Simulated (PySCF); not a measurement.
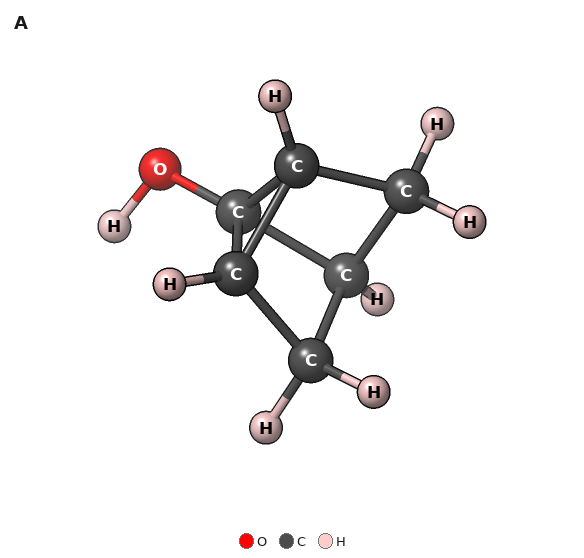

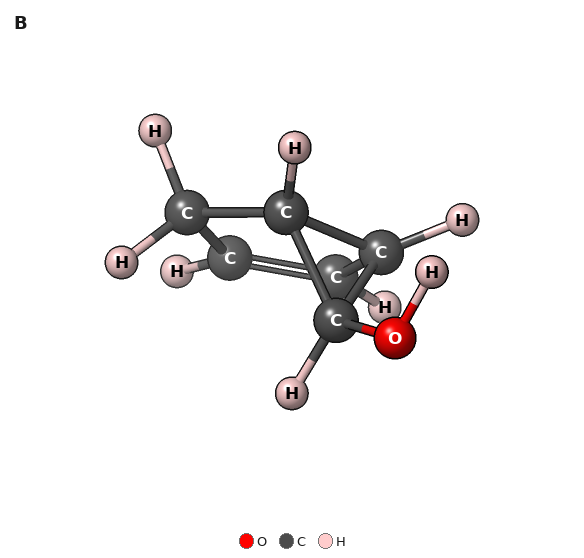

2 stationary structures of one formula. Geometries: GFN2-xTB. Electronic energies: PBE0/pcSseg-1 (PySCF 2.14.0), without zero-point energy. No frequency run is at hand to confirm each as a minimum.

How are they related?

They are constitutional isomers of C6H8O: A `O[C@@]12[C@H]3C[C@@H]1[C@@H]2C3`, B `O[C@@H]1[C@H]2C=CC[C@@H]12`.

Rank them by energy, lowest first.

B is lowest; A lies 25.8 kcal/mol above it.
